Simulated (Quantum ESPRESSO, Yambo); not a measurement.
# Beyond one shot: CdSe (F-43m), part 2 of 2

Wanted: G0W0 and self-consistent gaps of CdSe (F-43m), with the cost of the cycles.

Quantum ESPRESSO 7.5 and Yambo 5.3.0; PBE and many-body steps on it, plane waves. Known limits of the many-body steps: not at the basis limit; no spin-orbit coupling; coarse k mesh.

So far. Step 4 (G0W0): The gap on the mesh goes from 0.55 eV to 1.14 eV, a correction of +0.59 eV. Step 5 (evGW0, cycle 1): Against G0W0 in Yambo (4×4×4 mesh, 107 bands, screening to 149.7 eV, Godby-Needs plasmon pole), the gap moves by +0.076 eV.

## Step 6: evGW0, cycle 2

Level of this step: evGW0 on PBE, plane waves, norm-conserving pseudopotentials (Yambo).

The corrected levels of the last cycle go back in.

gw3.in reads:

```
HF_and_locXC
gw0
dyson
ppa
em1d
rim_cut
RandQpts= 1000000
RandGvec= 1 RL
EXXRLvcs= 104 Ry
VXCRLvcs= 416 Ry
Chimod= "HARTREE"
% BndsRnXp
 1 | 107 |
%
NGsBlkXp= 11 Ry
% LongDrXp
 1 | 1 | 1 |
%
% GbndRnge
 1 | 107 |
%
DysSolver= "n"
ExtendOut
PPAPntXp= 27.21138 eV
% QPkrange
 1 | 8 | 14 | 26 |
%
GfnQPdb= "E < ./gw2_fix/ndb.QP"
```

The run is started by

```
$ OMP_NUM_THREADS=1 mpirun -n 4 yambo -F gw3.in -J gw3,gw1_W -C gw3 > gw3.log
```

Output:

```text
 Yambo, version 5.3.0

 [02] CORE Variables Setup
 =========================

  [... cell, symmetries and grids as in the set-up ...]

  [02.05] Energies & Occupations
  ==============================

  [X] === General ===
  [X] Electronic Temperature                        :  0.000000  0.000000 [eV K]
  [X] Bosonic    Temperature                        :  0.000000  0.000000 [eV K]
  [X] Finite Temperature mode                       : no
  [X] El. density                                   :  0.76014E+24 [cm-3]
[...]
Sx RL components                                 :   6975

   QP @ state[ 1 ] K range                          :   1   8
   QP @ state[ 1 ] b range                          :  14  26
   GF energies kind                                 : Perdew, Burke & Ernzerhof(X)+Perdew, Burke & Ernzerhof(C)+ E < ./gw1/ndb.QP + @E Fit+ E < ./gw2_fix/
   GF WF`s kind                                     : Perdew, Burke & Ernzerhof(X)+Perdew, Burke & Ernzerhof(C)
   Xs energies kind                                 : Perdew, Burke & Ernzerhof(X)+Perdew, Burke & Ernzerhof(C)
   Xs WF`s kind                                     : Perdew, Burke & Ernzerhof(X)+Perdew, Burke & Ernzerhof(C)

 [13] Game Over & Game summary
```

The job ended after 13 min (4 MPI ranks of Arm Neoverse V1, shared host; peak memory 2.6 GiB; 53 min of CPU time).

This step gave:

```
quasiparticle gap on the mesh                         : 1.222 eV
gap of the density functional on the mesh             : 0.5509 eV
k of the valence top                                  : 0, 0, 0
k of the conduction bottom                            : 0, 0, 0
least direct quasiparticle gap on the computed points : 1.222 eV
```

Against the cycle before, the gap moves by +0.010 eV.

The program's own table gives 1.340 eV, which is too large where the input levels are shifted: this version takes Σc at the unshifted level E₀, yet steps from the shifted one. The value above is the Newton step from E₀, E₀ + Z(Σc + Σx − Vxc), rebuilt from the printed columns.

## Step 7: evGW, cycle 1

This step: evGW on PBE, plane waves, norm-conserving pseudopotentials.

gw4.in, as its differences from gw3.in of step 6:

```diff
@@ -27,2 +27,3 @@
 %
-GfnQPdb= "E < ./gw2_fix/ndb.QP"
+GfnQPdb= "E < ./gw1/ndb.QP"
+XfnQPdb= "E < ./gw1/ndb.QP"
```

The run is started by

```
$ OMP_NUM_THREADS=1 mpirun -n 4 yambo -F gw4.in -J gw4 -C gw4 > gw4.log
```

Output:

```text
 Yambo, version 5.3.0

 [02] CORE Variables Setup
 =========================

  [... cell, symmetries and grids as in the set-up ...]

  [02.05] Energies & Occupations
  ==============================

  [X] === General ===
  [X] Electronic Temperature                        :  0.000000  0.000000 [eV K]
  [X] Bosonic    Temperature                        :  0.000000  0.000000 [eV K]
  [X] Finite Temperature mode                       : no
  [X] El. density                                   :  0.76014E+24 [cm-3]
[...]
Sx RL components                                 :   6975

   QP @ state[ 1 ] K range                          :   1   8
   QP @ state[ 1 ] b range                          :  14  26
   GF energies kind                                 : Perdew, Burke & Ernzerhof(X)+Perdew, Burke & Ernzerhof(C)+ E < ./gw1/ndb.QP + @E Fit
   GF WF`s kind                                     : Perdew, Burke & Ernzerhof(X)+Perdew, Burke & Ernzerhof(C)
   Xs energies kind                                 : Perdew, Burke & Ernzerhof(X)+Perdew, Burke & Ernzerhof(C)
   Xs WF`s kind                                     : Perdew, Burke & Ernzerhof(X)+Perdew, Burke & Ernzerhof(C)

 [15] Game Over & Game summary
```

The job ended after 16 min (4 MPI ranks; peak memory 2.7 GiB).

Numbers from this step:

| Quantity | Value |
| --- | --- |
| quasiparticle gap on the mesh | 1.318 eV |
| gap of the density functional on the mesh | 0.5509 eV |
| k of the valence top | 0, 0, 0 |
| k of the conduction bottom | 0, 0, 0 |
| least direct quasiparticle gap on the computed points | 1.318 eV |

Against G0W0 in Yambo (4×4×4 mesh, 107 bands, screening to 149.7 eV, Godby-Needs plasmon pole), the gap moves by +0.181 eV.

The program's own table gives 1.417 eV, which is too large where the input levels are shifted: this version takes Σc at the unshifted level E₀, yet steps from the shifted one. The value above is the Newton step from E₀, E₀ + Z(Σc + Σx − Vxc), rebuilt from the printed columns.

## Step 8: evGW, cycle 2

gw5.in, as its differences from gw4.in of step 7:

```diff
@@ -27,3 +27,3 @@
 %
-GfnQPdb= "E < ./gw1/ndb.QP"
-XfnQPdb= "E < ./gw1/ndb.QP"
+GfnQPdb= "E < ./gw4_fix/ndb.QP"
+XfnQPdb= "E < ./gw4_fix/ndb.QP"
```

The run is started by

```
$ OMP_NUM_THREADS=1 mpirun -n 4 yambo -F gw5.in -J gw5 -C gw5 > gw5.log
```

Output:

```text
 Yambo, version 5.3.0

 [02] CORE Variables Setup
 =========================

  [... cell, symmetries and grids as in the set-up ...]

  [02.05] Energies & Occupations
  ==============================

  [X] === General ===
  [X] Electronic Temperature                        :  0.000000  0.000000 [eV K]
  [X] Bosonic    Temperature                        :  0.000000  0.000000 [eV K]
  [X] Finite Temperature mode                       : no
  [X] El. density                                   :  0.76014E+24 [cm-3]
[...]
Sx RL components                                 :   6975

   QP @ state[ 1 ] K range                          :   1   8
   QP @ state[ 1 ] b range                          :  14  26
   GF energies kind                                 : Perdew, Burke & Ernzerhof(X)+Perdew, Burke & Ernzerhof(C)+ E < ./gw1/ndb.QP + @E Fit+ E < ./gw4_fix/
   GF WF`s kind                                     : Perdew, Burke & Ernzerhof(X)+Perdew, Burke & Ernzerhof(C)
   Xs energies kind                                 : Perdew, Burke & Ernzerhof(X)+Perdew, Burke & Ernzerhof(C)
   Xs WF`s kind                                     : Perdew, Burke & Ernzerhof(X)+Perdew, Burke & Ernzerhof(C)

 [15] Game Over & Game summary
```

It took 16 min on 4 MPI ranks; peak memory 2.7 GiB; 63 min of CPU time.

Numbers from this step:

```yaml
quasiparticle_gap_on_the_mesh: 1.372 eV
gap_of_the_density_functional_on_the_mesh: 0.5509 eV
k_of_the_valence_top: 0, 0, 0
k_of_the_conduction_bottom: 0, 0, 0
least_direct_quasiparticle_gap_on_the_computed_points: 1.372 eV
```

Against the cycle before, the gap moves by +0.054 eV.

The program's own table gives 1.498 eV, which is too large where the input levels are shifted: this version takes Σc at the unshifted level E₀, yet steps from the shifted one. The value above is the Newton step from E₀, E₀ + Z(Σc + Σx − Vxc), rebuilt from the printed columns.

## Step 9: evGW, cycle 3

gw6.in, as its differences from gw5.in of step 8:

```diff
@@ -27,3 +27,3 @@
 %
-GfnQPdb= "E < ./gw4_fix/ndb.QP"
-XfnQPdb= "E < ./gw4_fix/ndb.QP"
+GfnQPdb= "E < ./gw5_fix/ndb.QP"
+XfnQPdb= "E < ./gw5_fix/ndb.QP"
```

The run is started by

```
$ OMP_NUM_THREADS=1 mpirun -n 4 yambo -F gw6.in -J gw6 -C gw6 > gw6.log
```

Output:

```text
 Yambo, version 5.3.0

 [02] CORE Variables Setup
 =========================

  [... cell, symmetries and grids as in the set-up ...]

  [02.05] Energies & Occupations
  ==============================

  [X] === General ===
  [X] Electronic Temperature                        :  0.000000  0.000000 [eV K]
  [X] Bosonic    Temperature                        :  0.000000  0.000000 [eV K]
  [X] Finite Temperature mode                       : no
  [X] El. density                                   :  0.76014E+24 [cm-3]
[...]
Sx RL components                                 :   6975

   QP @ state[ 1 ] K range                          :   1   8
   QP @ state[ 1 ] b range                          :  14  26
   GF energies kind                                 : Perdew, Burke & Ernzerhof(X)+Perdew, Burke & Ernzerhof(C)+ E < ./gw1/ndb.QP + @E Fit+ E < ./gw4_fix/
   GF WF`s kind                                     : Perdew, Burke & Ernzerhof(X)+Perdew, Burke & Ernzerhof(C)
   Xs energies kind                                 : Perdew, Burke & Ernzerhof(X)+Perdew, Burke & Ernzerhof(C)
   Xs WF`s kind                                     : Perdew, Burke & Ernzerhof(X)+Perdew, Burke & Ernzerhof(C)

 [15] Game Over & Game summary
```

Elapsed: 16 min, on 4 MPI ranks; peak memory 2.7 GiB.

This step gave:

```
quasiparticle gap on the mesh                         : 1.388 eV
gap of the density functional on the mesh             : 0.5509 eV
k of the valence top                                  : 0, 0, 0
k of the conduction bottom                            : 0, 0, 0
least direct quasiparticle gap on the computed points : 1.388 eV
```

Against the cycle before, the gap moves by +0.016 eV.

The program's own table gives 1.522 eV, which is too large where the input levels are shifted: this version takes Σc at the unshifted level E₀, yet steps from the shifted one. The value above is the Newton step from E₀, E₀ + Z(Σc + Σx − Vxc), rebuilt from the printed columns.

## Step 10: evGW, cycle 4

gw7.in, as its differences from gw6.in of step 9:

```diff
@@ -27,3 +27,3 @@
 %
-GfnQPdb= "E < ./gw5_fix/ndb.QP"
-XfnQPdb= "E < ./gw5_fix/ndb.QP"
+GfnQPdb= "E < ./gw6_fix/ndb.QP"
+XfnQPdb= "E < ./gw6_fix/ndb.QP"
```

The run is started by

```
$ OMP_NUM_THREADS=1 mpirun -n 4 yambo -F gw7.in -J gw7 -C gw7 > gw7.log
```

Output:

```text
 Yambo, version 5.3.0

 [02] CORE Variables Setup
 =========================

  [... cell, symmetries and grids as in the set-up ...]

  [02.05] Energies & Occupations
  ==============================

  [X] === General ===
  [X] Electronic Temperature                        :  0.000000  0.000000 [eV K]
  [X] Bosonic    Temperature                        :  0.000000  0.000000 [eV K]
  [X] Finite Temperature mode                       : no
  [X] El. density                                   :  0.76014E+24 [cm-3]
[...]
Sx RL components                                 :   6975

   QP @ state[ 1 ] K range                          :   1   8
   QP @ state[ 1 ] b range                          :  14  26
   GF energies kind                                 : Perdew, Burke & Ernzerhof(X)+Perdew, Burke & Ernzerhof(C)+ E < ./gw1/ndb.QP + @E Fit+ E < ./gw4_fix/
   GF WF`s kind                                     : Perdew, Burke & Ernzerhof(X)+Perdew, Burke & Ernzerhof(C)
   Xs energies kind                                 : Perdew, Burke & Ernzerhof(X)+Perdew, Burke & Ernzerhof(C)
   Xs WF`s kind                                     : Perdew, Burke & Ernzerhof(X)+Perdew, Burke & Ernzerhof(C)

 [15] Game Over & Game summary
```

It took 16 min on 4 MPI ranks; peak memory 2.7 GiB; 63 min of CPU time.

Numbers from this step:

```yaml
quasiparticle_gap_on_the_mesh: 1.393 eV
gap_of_the_density_functional_on_the_mesh: 0.5509 eV
k_of_the_valence_top: 0, 0, 0
k_of_the_conduction_bottom: 0, 0, 0
least_direct_quasiparticle_gap_on_the_computed_points: 1.393 eV
```

Against the cycle before, the gap moves by +0.005 eV.

The program's own table gives 1.529 eV, which is too large where the input levels are shifted: this version takes Σc at the unshifted level E₀, yet steps from the shifted one. The value above is the Newton step from E₀, E₀ + Z(Σc + Σx − Vxc), rebuilt from the printed columns.

## Step 11: The runs together

Times are wall times on 4 MPI ranks of Arm Neoverse V1, shared host, good to a factor of about two.

```
           run   mesh  bands  screening cutoff (eV)  DFT gap (eV)  gap on the mesh (eV)  direct (eV)    time
          G0W0  4×4×4    107                  149.7         0.551                 1.136        1.136  16 min
evGW0, cycle 1  4×4×4    107                  149.7         0.551                 1.212        1.212  13 min
evGW0, cycle 2  4×4×4    107                  149.7         0.551                 1.222        1.222  13 min
 evGW, cycle 1  4×4×4    107                  149.7         0.551                 1.318        1.318  16 min
 evGW, cycle 2  4×4×4    107                  149.7         0.551                 1.372        1.372  16 min
 evGW, cycle 3  4×4×4    107                  149.7         0.551                 1.388        1.388  16 min
 evGW, cycle 4  4×4×4    107                  149.7         0.551                 1.393        1.393  16 min
```

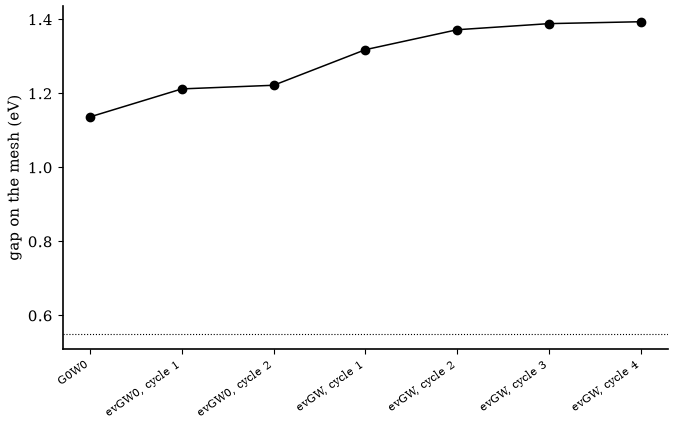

The gap through the cycles; the dotted line is the starting gap.

## Step 12: Results

```yaml
g0w0: 1.136 eV
evgw0_cycle_1: 1.212 eV
evgw0_cycle_2: 1.222 eV
evgw_cycle_1: 1.318 eV
evgw_cycle_2: 1.372 eV
evgw_cycle_3: 1.388 eV
evgw_cycle_4: 1.393 eV
known_limits: not at the basis limit; no spin-orbit coupling; coarse k mesh
```

In words: evGW0 ends at 1.22 eV, +0.09 eV from G0W0, after 2 cycles that took 27 min beside the first screening; the last moved the gap by 0.010 eV. evGW ends at 1.39 eV, +0.26 eV from G0W0, after 4 cycles that took 63 min beside the first screening; the last moved the gap by 0.005 eV. Against experiment, by evGW, cycle 4: the direct gap of 1.39 eV lies −0.30 eV from the measured 1.69 ± 0.02 eV (direct, 300 K, on GaAs(100), 2010). An exciton line or allowed optical edge lies below the quasiparticle gap by the binding energy; a forbidden edge can push the onset above it. These are gaps on the mesh, at modest bands and cutoff. The calculation has static nuclei and no excitons; a measured gap holds zero-point and thermal motion, which mostly lowers it. Bands and cutoff are finite, so the gap is not at the basis limit. The miss can reach some tenths of an eV and take either sign; the mesh is an error of its own. The 4×4×4 mesh is coarse for this cell, which bears on the long-range parts of exchange and screening. The many-body steps are scalar-relativistic: spin-orbit coupling is not in them.

[Paths, hosts, dates, memory and timing lines, banners, echoed tables and standing remarks are left out of the program output.]

[Logs are printed without paths, hosts, clocks, repeated set-up lines and the standing remarks that a program may print on its own settings, such as how far it seeks lower states.]

[Runs of the session that timed out or met a known fault of the program may be left out.]

[Hosts, paths, dates, database ids (printed as entryN), source tags and the programs' standing remarks are cut or masked in the printed files.]
